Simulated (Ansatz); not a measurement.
# CH₃Cl₃SeTi: small, medium and large basis sets

Aim: see how fast density functionals converge with the basis set for CH₃Cl₃SeTi.

Method: one geometry, several basis sets; program: Ansatz 0.2.0, Gaussian basis.

The runs, in order: PBE0-D4/def2-SVP; ωB97M-V/def2-SVP; PBE0-D4/def2-QZVPP; ωB97M-V/def2-QZVPP; the functionals' def2-TZVPP values are taken from earlier runs.

### Step 1. Structure used throughout

All runs share one geometry, relaxed beforehand with PBE0-D4 in a triple-zeta def2 set.

SMILES `C[Se][Ti]([Cl])([Cl])[Cl]`, 9 atoms, charge 0, spin multiplicity 1.

Atoms are counted from 1 here; the program's logs count them from 0.

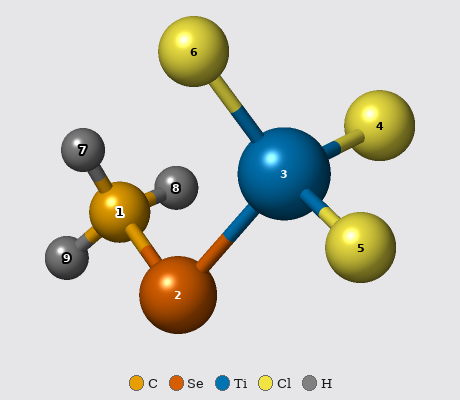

The structure; carbon amber, selenium orange, titanium blue, chlorine yellow, hydrogen grey; atoms are numbered from 1 in the order of the file.

### Step 2. PBE0-D4 in def2-SVP

in.yaml reads:

```yaml
crystal:
  periodic: [false, false, false]
  atoms:
    - {symbol: C, position_ang: [-0.061442, -1.427745, 0.862380]}
    - {symbol: Se, position_ang: [1.428263, -0.524706, -0.043740]}
    - {symbol: Ti, position_ang: [0.170337, 1.321603, -0.831238]}
    - {symbol: Cl, position_ang: [-1.432089, 0.537274, -2.085105]}
    - {symbol: Cl, position_ang: [1.612065, 2.528211, -1.907308]}
    - {symbol: Cl, position_ang: [-0.690406, 2.318600, 0.906690]}
    - {symbol: H, position_ang: [-0.463042, -0.782817, 1.640810]}
    - {symbol: H, position_ang: [-0.830335, -1.684996, 0.137272]}
    - {symbol: H, position_ang: [0.355149, -2.331624, 1.303140]}
basis:
  gaussian: {orbitals: def2-SVP}
hamiltonian: {xc: pbe0, dispersion: d4}
output: {orbitals: {seedname: orbitals}}
```

Launch:

```
> ansatz run in.yaml --threads 2 --pin off --events-out ev --progress --plain --max-ram 32768MiB --backend cpu
```

Further steps of the session: ωB97M-V in def2-SVP; PBE0-D4 in def2-QZVPP; ωB97M-V in def2-QZVPP.

Q: Predict the results of all the runs planned. Wanted: PBE0-D4: double and triple zeta above quadruple; ωB97M-V: double and triple zeta above quadruple.

**Answer**, as computed:

| quantity | value |
| --- | --- |
| PBE0-D4: double and triple zeta above quadruple | 28.27, 2.98 eV |
| ωB97M-V: double and triple zeta above quadruple | 28.01, 2.85 eV |

**Reading.** PBE0-D4 gains 25.29 eV from double to triple zeta, then 2.98 eV more. Total energies overstate the basis error of differences, where much of it tends to cancel.
